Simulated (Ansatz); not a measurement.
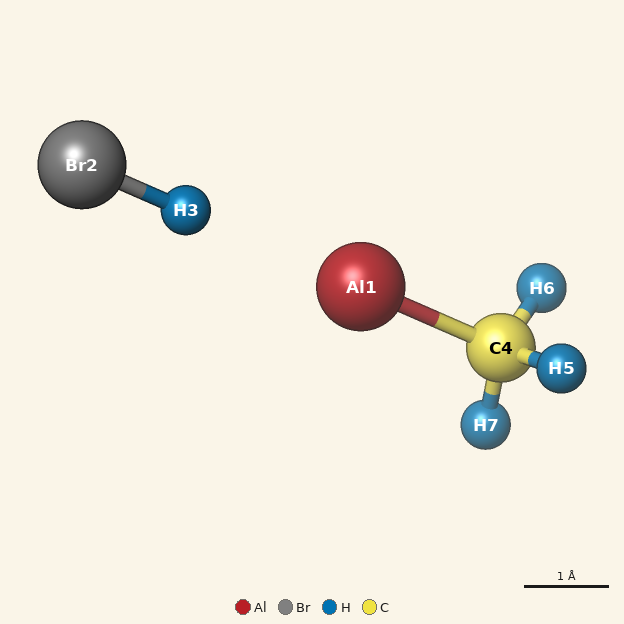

Orthographic view. Distant atoms are faded towards the background colour. The computed structure is the end point of a PBE0-D4/def2-TZVP optimisation.

List all interatomic distances (Å) as a matrix.

```tsv
atom	Al1	Br2	H3	C4	H5	H6	H7
Al1	0.00						
Br2	3.93	0.00					
H3	2.47	1.46	0.00				
C4	1.98	5.91	4.44	0.00			
H5	2.59	6.39	4.95	1.10	0.00		
H6	2.59	6.39	4.95	1.10	1.77	0.00	
H7	2.59	6.39	4.95	1.10	1.77	1.77	0.00
```
